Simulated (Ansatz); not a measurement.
**triplet CH4ClFOSi: levels of theory compared**

Wanted: a comparison of 6 runs (UHF/STO-3G, U-wB97X/def2-SVP, UB2PLYP/def2-SVP, UBHLYP/def2-SVP, UBLYP/def2-SVP, UPBE/def2-SVP) of triplet CH4ClFOSi. 

The results are computed with Ansatz 0.2.0.

118 further runs of the same task are left out: 118 set aside as unsound or not needed.

### 1 The system as given

CH4ClFOSi: 9 atoms, total charge 0, spin state triplet. SMILES of the parent species: `C[Si](O)(F)Cl`. The shape is that of a PBE0-D4/def2-TZVP optimisation. This is one conformer, not always the lowest. That shape belongs to the parent species and isn't relaxed for this state.

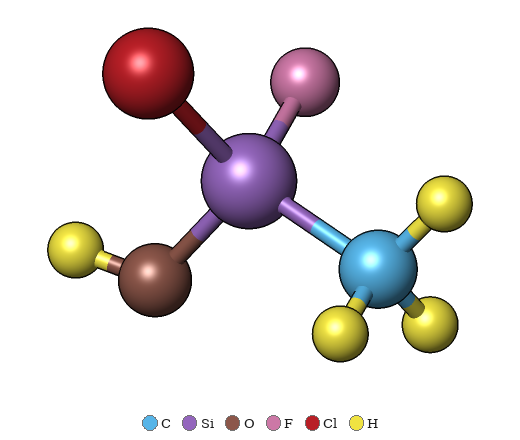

The structure, seen from a chosen angle (carbon blue, silicon purple, oxygen brown, fluorine pink, chlorine red, hydrogen yellow).

### 2 The energy at UHF/STO-3G (run 1)

input.yaml

```yaml
crystal:
  periodic: [false, false, false]
  atoms:
    - symbol: C
      position_ang: [-1.142400, -0.178600, 0.512200]
    - symbol: Si
      position_ang: [0.561300, 0.218400, -0.038000]
    - symbol: O
      position_ang: [1.048100, -0.886600, -1.122500]
    - symbol: F
      position_ang: [1.553300, 0.230300, 1.206200]
    - symbol: Cl
      position_ang: [0.689400, 2.097500, -0.845100]
    - symbol: H
      position_ang: [-1.833600, -0.141900, -0.331500]
    - symbol: H
      position_ang: [-1.476300, 0.534700, 1.267700]
    - symbol: H
      position_ang: [-1.171800, -1.182300, 0.942400]
    - symbol: H
      position_ang: [1.860700, -0.738000, -1.608600]
basis:
  gaussian: {orbitals: STO-3G}
magnetization: {spin_polarized: true, initial_magnetization: 2}
hamiltonian: {xc: hf}
accuracy: high
output: {orbitals: {seedname: orbitals}}
```

Launch:

```sh
$ ansatz run input.yaml --threads 1 --pin off --max-ram 3480MiB --events-out events.jsonl --progress --plain --runs-dir runs
```

Output:

```text
Warning: RAYON_NUM_THREADS=1 ignored (pool sized by the plan → 1); use --threads N
Functional definition: HF
  name "HF"
  exchange = exact_x
  correlation = 0
790 factors; integrals over basis functions are off by at most 2.3e-8 eV
mean field evaluation 1: about -25887.5411 eV, gradient 1.9e1 eV
mean field evaluation 2: about -25887.7336 eV, gradient 1.9e1 eV
mean field evaluation 4: about -25891.1405 eV, gradient 2.3e0 eV
mean field evaluation 8: about -25891.3702 eV, gradient 1.0e0 eV
mean field evaluation 16: about -25892.7788 eV, gradient 2.1e-1 eV
mean field evaluation 32: about -25892.7679 eV, gradient 2.8e-2 eV
mean field evaluation 64: about -25892.7675 eV, gradient 1.3e-2 eV
mean field evaluation 96: about -25892.1005 eV, gradient 8.2e-1 eV
mean field evaluation 128: about -25893.9615 eV, gradient 2.7e-1 eV
mean field evaluation 160: about -25892.9080 eV, gradient 5.7e-1 eV
mean field evaluation 192: about -25892.9002 eV, gradient 6.8e-2 eV
mean field evaluation 224: about -25891.8153 eV, gradient 2.3e0 eV
mean field evaluation 256: about -25890.6034 eV, gradient 1.3e1 eV
mean field evaluation 288: about -25887.6597 eV, gradient 1.5e1 eV
mean field -25893.96704216 eV, -951.5857372381 hartree, gradient 2.6e-8 eV, S^2 2.007166; 4 other end points of the search recorded, 0 dependent functions left out
reference -25893.96704216 eV, -951.5857372381 hartree; 30, 28 occupied and 7, 9 virtual orbitals, 790 factors
Total energy: -25893.96704216 eV, -951.5857372381 hartree
```

Wall time 2.9 s (1 thread of Arm Neoverse V2, shared host); peak memory 0.12 GiB.

### 3 A single-point energy at U-wB97X/def2-SVP (run 2)

in.yaml

```yaml
crystal:
  periodic: [false, false, false]
  atoms:
    - symbol: C
      position_ang: [-1.142400, -0.178600, 0.512200]
    - symbol: Si
      position_ang: [0.561300, 0.218400, -0.038000]
    - symbol: O
      position_ang: [1.048100, -0.886600, -1.122500]
    - symbol: F
      position_ang: [1.553300, 0.230300, 1.206200]
    - symbol: Cl
      position_ang: [0.689400, 2.097500, -0.845100]
    - symbol: H
      position_ang: [-1.833600, -0.141900, -0.331500]
    - symbol: H
      position_ang: [-1.476300, 0.534700, 1.267700]
    - symbol: H
      position_ang: [-1.171800, -1.182300, 0.942400]
    - symbol: H
      position_ang: [1.860700, -0.738000, -1.608600]
basis:
  gaussian:
    orbitals: def2-SVP
magnetization:
  spin_polarized: true
  initial_magnetization: 2
hamiltonian:
  xc: {name: wB97X}
accuracy: high
output: {orbitals: {seedname: orbitals}}
```

Launch:

```sh
$ ansatz run in.yaml --threads 1 --pin off --max-ram 3480MiB --events-out events.jsonl --progress --plain --runs-dir runs
```

Output:

```text
Warning: RAYON_NUM_THREADS=1 ignored (pool sized by the plan → 1); use --threads N
Functional definition: wB97X
  name "wB97X"
  parameter omega = 0.3/bohr
  parameter cx = 0.157706
  parameter cx1 = 0.726479
  parameter cx2 = 1.04760
  parameter cx3 = -5.70635
  parameter cx4 = 13.2794
  parameter css1 = -4.33879
  parameter css2 = 18.2308
  parameter css3 = -31.7430
  parameter css4 = 17.2901
  parameter cos1 = 2.37031
  parameter cos2 = -11.3995
  parameter cos3 = 6.58405
  parameter cos4 = -3.78132
  exchange = spin_sum(e_x_unif_sr(omega)*poly(b97_u_x, 1 - cx, cx1, cx2, cx3, cx4)) + cx*exact_x_sr(omega)
      + exact_x_lr(omega)
  correlation = spin_sum(e_c_pw_same_spin*poly(b97_u_same, 1, css1, css2, css3, css4))
      + integral(e_c_pw_opposite_spin*poly(b97_u_opposite, 1, cos1, cos2, cos3, cos4))
2121 factors; integrals over basis functions are off by at most 8.4e-9 eV
373 factors; integrals over basis functions are off by at most 2.2e-9 eV
mean field evaluation 1: about -26240.6654 eV, gradient 4.4e1 eV
mean field evaluation 2: about -26228.2360 eV, gradient 7.0e1 eV
mean field evaluation 4: about -26248.7336 eV, gradient 4.3e0 eV
mean field evaluation 8: about -26249.1713 eV, gradient 8.8e-1 eV
mean field evaluation 16: about -26249.2980 eV, gradient 2.0e-1 eV
mean field evaluation 32: about -26249.7165 eV, gradient 8.3e-1 eV
mean field -26249.75453734 eV, -964.6606865248 hartree, gradient 8.0e-8 eV, S^2 2.005827; 6 other end points of the search recorded, 0 dependent functions left out
reference -26249.75453574 eV, -964.6606864657 hartree; 30, 28 occupied and 68, 70 virtual orbitals, 2121 factors
Total energy: -26249.75453574 eV, -964.6606864657 hartree
```

It took 1.9 min on 1 thread of Arm Neoverse V2, shared host; peak memory 1 GiB.

Runs 3 to 4 aren't shown in full; the table further down has their settings and results.

### 4 A single-point energy at UBLYP/def2-SVP (run 5)

run.yaml

```yaml
basis:
  gaussian:
    orbitals: def2-SVP
crystal:
  periodic: [false, false, false]
  atoms:
    - {symbol: C, position_ang: [-1.142400, -0.178600, 0.512200]}
    - {symbol: Si, position_ang: [0.561300, 0.218400, -0.038000]}
    - {symbol: O, position_ang: [1.048100, -0.886600, -1.122500]}
    - {symbol: F, position_ang: [1.553300, 0.230300, 1.206200]}
    - {symbol: Cl, position_ang: [0.689400, 2.097500, -0.845100]}
    - {symbol: H, position_ang: [-1.833600, -0.141900, -0.331500]}
    - {symbol: H, position_ang: [-1.476300, 0.534700, 1.267700]}
    - {symbol: H, position_ang: [-1.171800, -1.182300, 0.942400]}
    - {symbol: H, position_ang: [1.860700, -0.738000, -1.608600]}
magnetization:
  spin_polarized: true
  initial_magnetization: 2
hamiltonian:
  xc: {name: BLYP}
accuracy: high
output:
  orbitals: {seedname: orbitals}
```

Launch:

```sh
$ ansatz run run.yaml --threads 1 --pin off --max-ram 3480MiB --events-out events.jsonl --progress --plain --runs-dir runs
```

Output:

```text
Warning: RAYON_NUM_THREADS=1 ignored (pool sized by the plan → 1); use --threads N
Functional definition: BLYP
  name "BLYP"
  parameter beta = 0.0042
  parameter a = 0.04918
  parameter b = 0.132
  parameter c = 0.2533
  parameter d = 0.349
  exchange = b88_x(beta = beta)
  correlation = lyp_c(a = a, b = b, c = c, d = d)
2121 factors; integrals over basis functions are off by at most 8.4e-9 eV
mean field evaluation 1: about -26231.7663 eV, gradient 6.4e1 eV
mean field evaluation 2: about -26125.6247 eV, gradient 1.5e2 eV
mean field evaluation 4: about -26239.0266 eV, gradient 4.5e1 eV
mean field evaluation 8: about -26250.3576 eV, gradient 6.5e0 eV
mean field evaluation 16: about -26250.6682 eV, gradient 8.4e-2 eV
mean field evaluation 32: about -26250.6683 eV, gradient 1.5e-7 eV
mean field evaluation 64: about -26250.5887 eV, gradient 6.5e-1 eV
mean field evaluation 96: about -26249.3268 eV, gradient 2.8e0 eV
mean field -26250.66825965 eV, -964.6942652002 hartree, gradient 1.4e-8 eV, S^2 2.002062; 8 other end points of the search recorded, 0 dependent functions left out
reference -26250.66831614 eV, -964.6942672762 hartree; 30, 28 occupied and 68, 70 virtual orbitals, 2121 factors
Total energy: -26250.66831614 eV, -964.6942672762 hartree
```

Wall time 29 s (1 thread of Arm Neoverse V2, shared host); peak memory 0.34 GiB.

### 5 A single-point energy at UPBE/def2-SVP (run 6)

run.yaml: that of step 4 with these lines changed.

```diff
@@ -1,4 +1 @@
-basis:
-  gaussian:
-    orbitals: def2-SVP
 crystal:
@@ -15,2 +12,5 @@
     - {symbol: H, position_ang: [1.860700, -0.738000, -1.608600]}
+basis:
+  gaussian:
+    orbitals: def2-SVP
 magnetization:
@@ -19,5 +19,4 @@
 hamiltonian:
-  xc: {name: BLYP}
+  xc: pbe
 accuracy: high
-output:
-  orbitals: {seedname: orbitals}
+output: {orbitals: {seedname: orbitals}}
```

Launch:

```sh
$ ansatz run run.yaml --threads 1 --pin off --max-ram 3480MiB --events-out events.jsonl --progress --plain --runs-dir runs
```

Output:

```text
Warning: RAYON_NUM_THREADS=1 ignored (pool sized by the plan → 1); use --threads N
Functional definition: PBE
  name "PBE"
  parameter kappa = 0.804
  parameter beta = 0.06672455060314922
  exchange = pbe_x(kappa = kappa, mu = beta*pi^2/3)
  correlation = pbe_c(beta = beta)
2121 factors; integrals over basis functions are off by at most 8.4e-9 eV
mean field evaluation 1: about -26219.2264 eV, gradient 6.1e1 eV
mean field evaluation 2: about -26120.4769 eV, gradient 1.5e2 eV
mean field evaluation 4: about -26225.5140 eV, gradient 4.4e1 eV
mean field evaluation 8: about -26236.4636 eV, gradient 6.5e0 eV
mean field evaluation 16: about -26236.7685 eV, gradient 7.8e-2 eV
mean field evaluation 32: about -26236.7685 eV, gradient 2.2e-7 eV
mean field evaluation 64: about -26236.6880 eV, gradient 6.5e-1 eV
mean field evaluation 96: about -26235.8539 eV, gradient 2.1e0 eV
mean field -26236.76854115 eV, -964.1834599670 hartree, gradient 9.2e-8 eV, S^2 2.001922; 8 other end points of the search recorded, 0 dependent functions left out
reference -26236.76854508 eV, -964.1834601113 hartree; 30, 28 occupied and 68, 70 virtual orbitals, 2121 factors
Total energy: -26236.76854508 eV, -964.1834601113 hartree
```

Wall time 27 s (1 thread of Arm Neoverse V2, shared host); peak memory 0.34 GiB.

### 6 All runs side by side

```
run             level  frozen core orbitals  energy (Eh)  HOMO energy (eV)   ⟨S²⟩  wall time
  1        UHF/STO-3G                     –  -951.585737              0.44  2.007      2.9 s
  2  U-wB97X/def2-SVP                     –  -964.660686             -3.44  2.006    1.9 min
  3  UB2PLYP/def2-SVP                    13  -964.265533             -2.40  2.005       42 s
  4   UBHLYP/def2-SVP                     –  -964.632822             -2.39  2.005       26 s
  5    UBLYP/def2-SVP                     –  -964.694267             -0.30  2.002       29 s
  6     UPBE/def2-SVP                     –  -964.183460             -0.47  2.002       27 s
```

### 7 Summary of results

```
                                 quantity          value
                      run 6: total energy  -964.18346 Eh
run 6: HOMO energy (highest over α and β)       -0.47 eV
                              run 6: ⟨S²⟩          2.002
```

What this shows: Totals of different functionals can't be ranked against each other. In run 1 the basis is minimal, so the values are rough. All runs together took 4 min, the longest 1.9 min.
